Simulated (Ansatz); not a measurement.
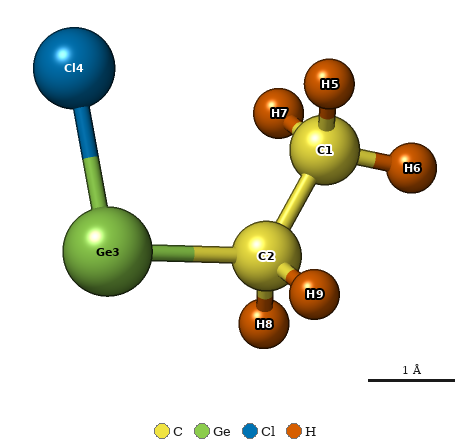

Fig. 1: The structure (ball-and-stick view, seen at an oblique angle; atoms are numbered from 1 in the order of the input). Sticks mark near contacts.

# What a change does: single-point calculation on C$_{2}$H$_{5}$ClGe

System: C$_{2}$H$_{5}$ClGe.
Method of run 1: RKS wB97M-V/def2-SVP (Ansatz 0.2.0).

The geometry comes from this level: PBE0-D4/def2-TZVP. Text and figures count atoms from 1; the logs count them from 0 in places.

**Input, run 1**
```yaml
crystal:
  periodic: [false, false, false]
  atoms:
    - {symbol: C, position_ang: [-0.161689, 0.922791, -0.026233]}
    - {symbol: C, position_ang: [-0.082992, -0.427522, 0.659607]}
    - {symbol: Ge, position_ang: [0.544582, -2.051473, -0.311276]}
    - {symbol: Cl, position_ang: [0.831900, -1.193064, -2.312928]}
    - {symbol: H, position_ang: [-0.824953, 0.891358, -0.892547]}
    - {symbol: H, position_ang: [-0.532990, 1.695991, 0.652515]}
    - {symbol: H, position_ang: [0.816583, 1.241618, -0.391464]}
    - {symbol: H, position_ang: [0.562006, -0.391144, 1.550519]}
    - {symbol: H, position_ang: [-1.064047, -0.734854, 1.054806]}
basis:
  gaussian: {orbitals: def2-SVP}
hamiltonian: {xc: {name: wB97M-V}}
output: {orbitals: {seedname: orbitals}}
```

Hardware: 4 CPU threads, shared host.

**Output (run 1)**
```
Functional definition: wB97M-V
  parameter omega = 0.3/bohr
  parameter cx = 0.15
  parameter cx01 = 1.007
  parameter cx10 = 0.259
  parameter css00 = 0.443
  parameter css04 = -1.437
  parameter css10 = -4.535
  parameter css20 = -3.390
  parameter css43 = 4.278
  parameter cos00 = 1.000
  parameter cos10 = 1.358
  parameter cos20 = 2.924
  parameter cos21 = -8.812
  parameter cos60 = -1.390
  parameter cos61 = 9.142
  parameter b = 6.0
  parameter c = 0.01
  gx(w, u) = 1 - cx + cx01*u + cx10*w
  gss(w, u) = css00 + css04*u^4 + css10*w + css20*w^2 + css43*w^4*u^3
  gos(w, u) = cos00 + cos10*w + (cos20 + cos21*u)*w^2 + (cos60 + cos61*u)*w^6
  exchange = spin_sum(e_x_unif_sr(omega)*gx(b97_w, b97_u_x)) + cx*exact_x_sr(omega) + exact_x_lr(omega)
  correlation = spin_sum(e_c_pw_mod_same_spin*gss(b97_w, b97_u_same))
      + integral(e_c_pw_mod_opposite_spin*gos(b97_w_opposite, b97_u_opposite)) + vv10(b, c)
1030 factors; integrals over basis functions are off by at most 1.2e-3 eV
272 factors; integrals over basis functions are off by at most 6.1e-6 eV
mean field evaluation 1: about -71175.5303 eV, gradient 4.0e1 eV
mean field evaluation 2: about -71176.7109 eV, gradient 3.5e1 eV
mean field evaluation 4: about -71179.5801 eV, gradient 1.2e0 eV
mean field evaluation 8: about -71179.6397 eV, gradient 4.2e-2 eV
mean field evaluation 16: about -71179.6398 eV, gradient 3.4e-5 eV
mean field -71179.63975367 eV, -2615.8035136547 hartree, gradient 3.4e-5 eV, S^2 0.000000; 0 other end points of the search recorded, 0 dependent functions left out
reference -71179.63979173 eV, -2615.8035150534 hartree; 33, 33 occupied and 70, 70 virtual orbitals, 1030 factors
Total energy: -71179.63979173 eV, -2615.8035150534 hartree
```

The input of run 2 differs as follows (lines with − go, lines with + come):
```diff
-  gaussian: {orbitals: def2-SVP}
+  gaussian: {orbitals: "def2-QZVPP.json"}
```

How does run 2 compare with run 1?

The total energy of run 2 is 358.2 kcal/mol lower, which measures the change of basis and not a stability. The HOMO goes from −8.69 to −8.81 eV. The LUMO goes from −0.49 to −0.68 eV. The basis functions go from 103 to 423.

**Output (run 2)**
```
Functional definition: wB97M-V
  parameter omega = 0.3/bohr
  parameter cx = 0.15
  parameter cx01 = 1.007
  parameter cx10 = 0.259
  parameter css00 = 0.443
  parameter css04 = -1.437
  parameter css10 = -4.535
  parameter css20 = -3.390
  parameter css43 = 4.278
  parameter cos00 = 1.000
  parameter cos10 = 1.358
  parameter cos20 = 2.924
  parameter cos21 = -8.812
  parameter cos60 = -1.390
  parameter cos61 = 9.142
  parameter b = 6.0
  parameter c = 0.01
  gx(w, u) = 1 - cx + cx01*u + cx10*w
  gss(w, u) = css00 + css04*u^4 + css10*w + css20*w^2 + css43*w^4*u^3
  gos(w, u) = cos00 + cos10*w + (cos20 + cos21*u)*w^2 + (cos60 + cos61*u)*w^6
  exchange = spin_sum(e_x_unif_sr(omega)*gx(b97_w, b97_u_x)) + cx*exact_x_sr(omega) + exact_x_lr(omega)
  correlation = spin_sum(e_c_pw_mod_same_spin*gss(b97_w, b97_u_same))
      + integral(e_c_pw_mod_opposite_spin*gos(b97_w_opposite, b97_u_opposite)) + vv10(b, c)
1550 factors; their error is unknown
330 factors; integrals over basis functions are off by at most 5.2e-5 eV
mean field evaluation 1: about -71188.6483 eV, gradient 5.3e1 eV
mean field evaluation 2: about -71189.7265 eV, gradient 5.0e1 eV
mean field evaluation 4: about -71195.0757 eV, gradient 2.6e0 eV
mean field evaluation 8: about -71195.0888 eV, gradient 6.4e-2 eV
mean field evaluation 16: about -71195.1743 eV, gradient 1.1e-4 eV
mean field -71195.17427421 eV, -2616.3743967549 hartree, gradient 3.5e-5 eV, S^2 0.000000; 0 other end points of the search recorded, 0 dependent functions left out
reference -71195.17432839 eV, -2616.3743987458 hartree; 33, 33 occupied and 390, 390 virtual orbitals, 1550 factors
Total energy: -71195.17432839 eV, -2616.3743987458 hartree
```

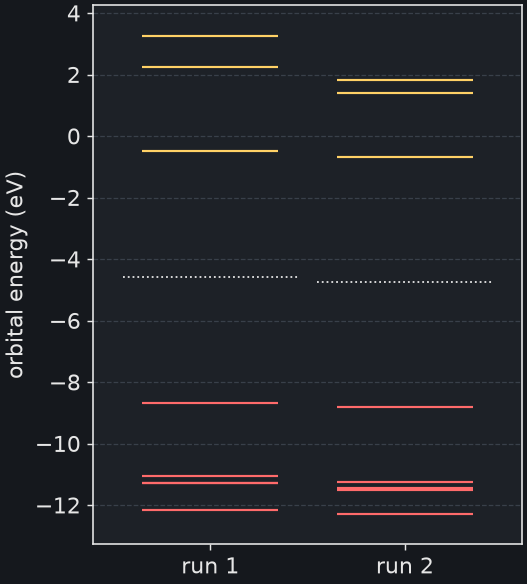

Fig. 2: The five highest filled and three lowest empty orbital energies of the two runs; the dotted lines part filled from empty levels. The HOMO–LUMO gap is 8.20 eV in run 1 and 8.13 eV in run 2.

**The two runs side by side**

| quantity | run 1 | run 2 |
| --- | --- | --- |
| outcome | converged | converged |
| total energy (hartree) | −2615.803515 | −2616.374399 |
| HOMO (eV) | −8.69 | −8.81 |
| LUMO (eV) | −0.49 | −0.68 |
| basis functions | 103 | 423 |
| wall time (shared host) | 3.1 s | 13 s |
